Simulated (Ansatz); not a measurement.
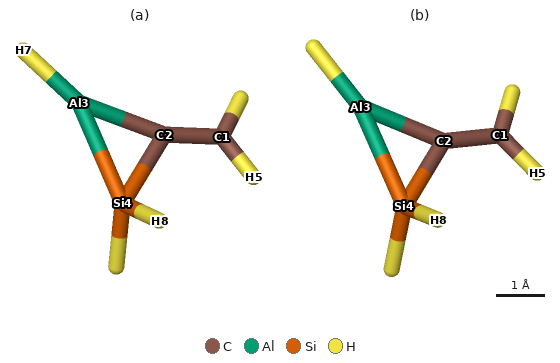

The structure of C$_{2}$H$_{5}$AlSi before (left) and after (right) a relaxation, at one scale.

The picture is a stick view, seen from a free direction.

The run prepares an end point of a later path (torsion) calculation, from a guessed geometry.

Computed with Ansatz, RKS PBE/def2-SVP.

Input
```yaml
crystal:
  periodic: [false, false, false]
  atoms:
    - { symbol: C, position_ang: [-0.83384, 1.25558, -0.84419] }
    - { symbol: C, position_ang: [0.06268, 0.36103, -0.45281] }
    - { symbol: Al, position_ang: [1.72811, -0.71898, -0.40079] }
    - { symbol: Si, position_ang: [-0.0976, -0.93818, 1.14029] }
    - { symbol: H, position_ang: [-1.78175, 1.39781, -0.33725] }
    - { symbol: H, position_ang: [-0.67987, 1.9061, -1.69561] }
    - { symbol: H, position_ang: [3.18621, -1.14746, -0.94673] }
    - { symbol: H, position_ang: [-1.27721, -1.83646, 1.0846] }
    - { symbol: H, position_ang: [-0.30674, -0.27945, 2.4525] }
basis:
  gaussian: { orbitals: def2-SVP }
hamiltonian:
  xc: pbe
relax:
  f_tol: 0.015
  max_steps: 40
```

Command:
```bash
ansatz run input.yaml --threads 1 --pin off --max-ram 2048MiB --backend cpu --events-out ev --progress --plain --runs-dir out
```

### Summarise the run.

After 5 geometry steps the energy has fallen by 0.229 eV. The largest force component goes from 1.9 to 0.014 eV/Å. The largest move after the best rigid fit is that of H7, 0.27 Å. Largest moves by element: H 0.27 Å, C 0.16 Å, Al 0.10 Å, Si 0.07 Å. Near-neighbour distances that change, for instance: C2–Si4 2.062 → 1.944 Å, C2–Al3 1.986 → 1.949 Å, Si4–H8 1.484 → 1.512 Å, C1–C2 1.326 → 1.352 Å. Among the angles between lasting bonds that change: Si4–Al3–H7 151.6° → 163.0°, C1–C2–Al3 160.4° → 150.0°, C2–Al3–H7 153.2° → 144.7°.
